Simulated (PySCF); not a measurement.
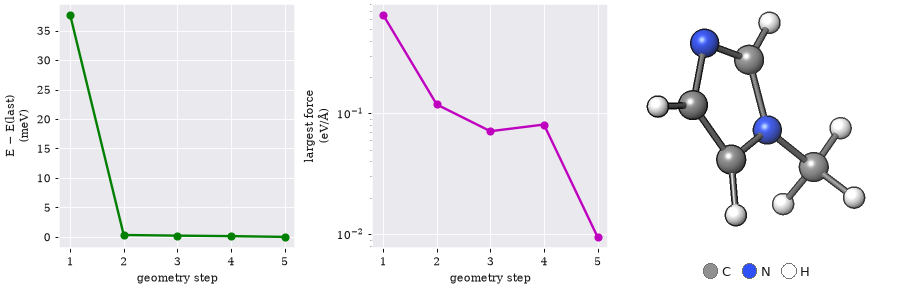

Beside the plot: the molecule at the start.

History of a geometry optimisation.

- system: C₄H₆N₂ (SMILES Cn1ccnc1)
- method: PySCF, PBE0-D3(BJ)/def2-SVP, geometry optimisation

**How did it end, and what did it gain?**

The optimisation met its thresholds at geometry 5, counting the start as the first. The energy fell by about 38 meV from the first step to the last. The largest force goes from about 0.65 eV/Å at the start to 9 × 10⁻³ eV/Å at the end.
